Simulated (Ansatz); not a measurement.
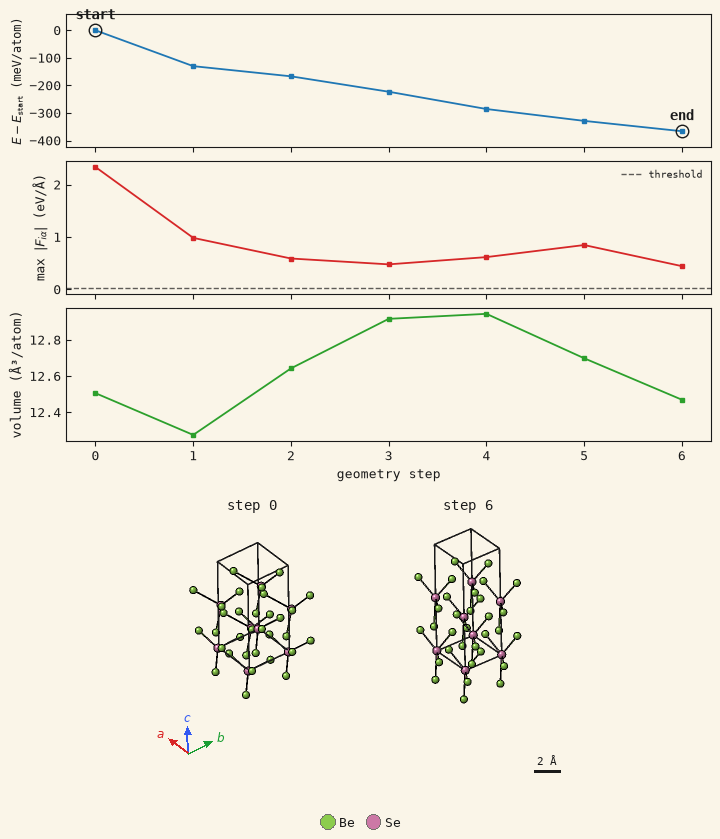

First and last geometry of a relaxation of a crystal of Be4Se (a generated structure, set up in P1) (coarse preliminary run), with the history of the run. A ball-and-stick model of the cell of the calculation, seen from a free direction.

All numbers below come from DFT PBE, scalar-relativistic, plane waves, PAW in Ansatz 0.2.0. Set-up: plane-wave cutoff 420 eV; k-point mesh 6 × 6 × 4; occupations gaussian; smearing width 0.2 eV; no spin polarisation; cell and atoms relaxed; force threshold 0.025 eV/Å; at most 60 steps.

Did the run converge, and what did it change?

Answer. The run was cut off at its time limit before the relaxation converged, so the last structure is only a point on the way. The largest move relative to the cell is that of a Be atom, 0.54 Å along [3 −2 2]. Largest moves by element: Be 0.54 Å, Se 0.24 Å. The volume changes by −0.3 %, with a 3.949 → 3.545 Å (−10.2 %), b 4.004 → 3.538 Å (−11.7 %), c 7.921 → 9.947 Å (+25.6 %), α 88.7° → 90.5°, β 88.7° → 90.1°, γ 87.4° → 91.3°. Some distances before and after: Be–Se 1.927 → 2.248 Å, Be–Se 2.552 → 2.247 Å, Be–Se 1.960 → 2.248 Å, Be–Se 2.034 → 2.250 Å. Among the angles between lasting bonds that change: Be–Se–Be 110.7° → 69.5°, Be–Se–Be 105.7° → 65.6°, Be–Se–Be 105.2° → 67.4°. The space group stays P1 (No. 1). Over 6 geometry steps the energy falls by 366 meV per atom. The largest force component goes from 2.3 to 0.44 eV/Å. The pressure goes from 5.86 to −0.79 GPa.

```csv
step,"E − E(0), meV/atom","largest force component, eV/Å","pressure, GPa","volume, Å³/atom"
0,0.00,2.3368,5.86,12.506
1,-129.98,0.9844,4.10,12.275
2,-166.85,0.5903,0.92,12.643
3,-222.76,0.4786,-1.46,12.916
4,-285.48,0.6172,-1.87,12.944
5,-328.51,0.8475,-0.03,12.699
6,-366.04,0.4444,-0.79,12.469
```
